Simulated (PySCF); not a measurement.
Coordinates of C₃H₈O₂Si, SMILES C=C(OC)O[SiH3] (Å):

```xyz
14

C     -0.6476     1.2202     1.4754
C     -0.1330     0.3792     0.5677
O     -0.7671    -0.1436    -0.5021
C     -2.1027     0.2153    -0.7362
O      1.1268    -0.0636     0.6115
Si     1.8055    -1.1048    -0.5379
H     -0.0134     1.5631     2.2905
H     -1.6768     1.5665     1.4200
H     -2.4168    -0.3083    -1.6474
H     -2.2006     1.3039    -0.8861
H     -2.7493    -0.0903     0.1037
H      3.1994    -1.2853    -0.0518
H      1.8178    -0.4875    -1.8941
H      1.1059    -2.4198    -0.5693
```

GIAO shifts, BLYP/pcSseg-1 in PySCF, at a PBE0-D3(BJ)/def2-SVP geometry (no frequency check), against TMS for ¹³C and H₂O for ¹⁷O computed at the same level (¹⁷O: a single water molecule, while the usual scale starts at liquid water and gives values some tens of ppm lower). Gas phase, fully decoupled, line heights follow the number of nuclei, widths are arbitrary (no quadrupolar broadening); values of one conformer, averaged over methyl-type rotors and exact or near symmetry; other conformers aren't averaged in.

**How many ¹³C lines appear, and where?**

3 signals.


```tsv
δ (ppm)	nuclei	atoms
168.7	1	C2
56.3	1	C4
56.0	1	C1
```

The order of signals that lie close, as those under 2 ppm apart, is within the error of the method.

**How many ¹⁷O lines appear, and where?**

2 signals.


```csv
δ (ppm),nuclei,atoms
133.9,1,O3
125.2,1,O5
```

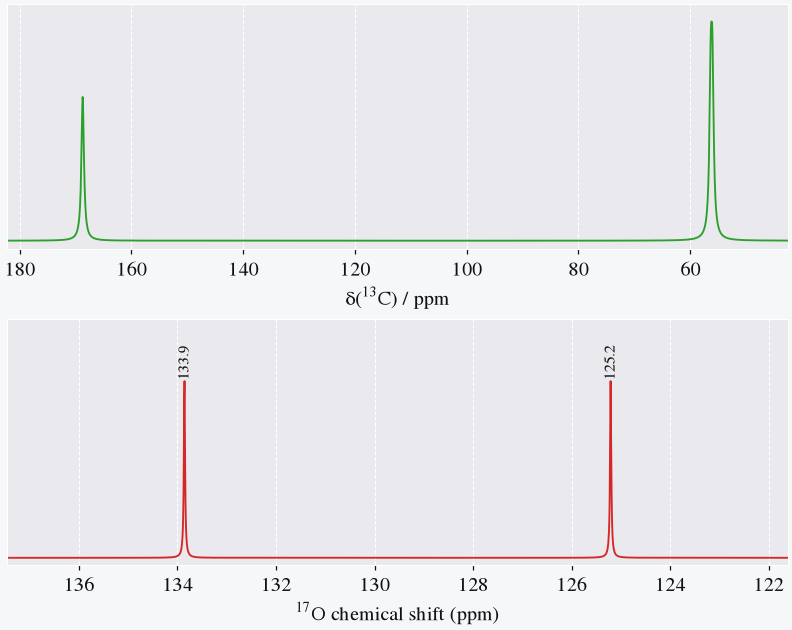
